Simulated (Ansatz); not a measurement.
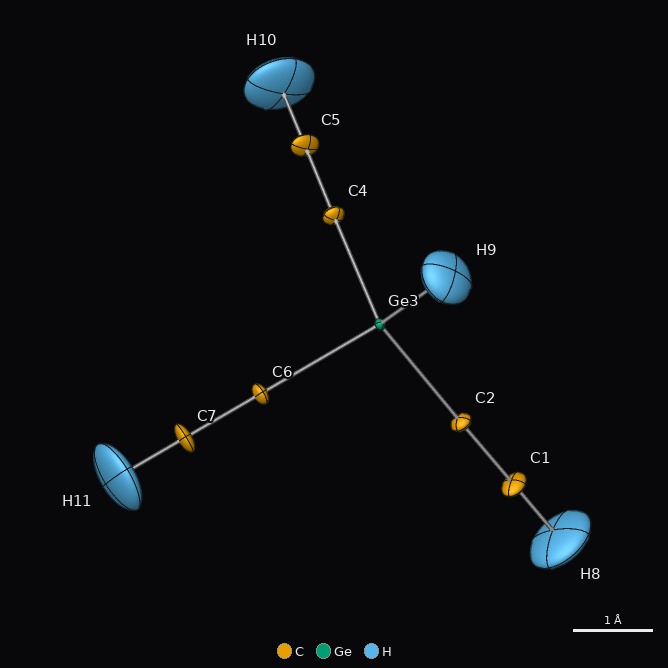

Displacement ellipsoids at the 50 % level, enlarged 1.5 times, from the internal vibrations of the free molecule (harmonic, no overall translation or rotation; no half-axis is drawn under 0.075 Å). Vibrations computed with RKS PBE0-D4/def2-TZVP (Ansatz 0.2.0). Temperature: 0 K (zero-point motion alone).

Give the displacement parameters, one line for each set of equivalent atoms.

```
        atom  U_eq (Å²)   rms amplitudes (Å)
  C1, C5, C7     0.0047  0.039, 0.069, 0.088
  C2, C4, C6     0.0031  0.039, 0.062, 0.063
         Ge3    0.00054  0.021, 0.021, 0.028
H8, H10, H11     0.0286  0.080, 0.190, 0.208
          H9     0.0194  0.091, 0.158, 0.158
```
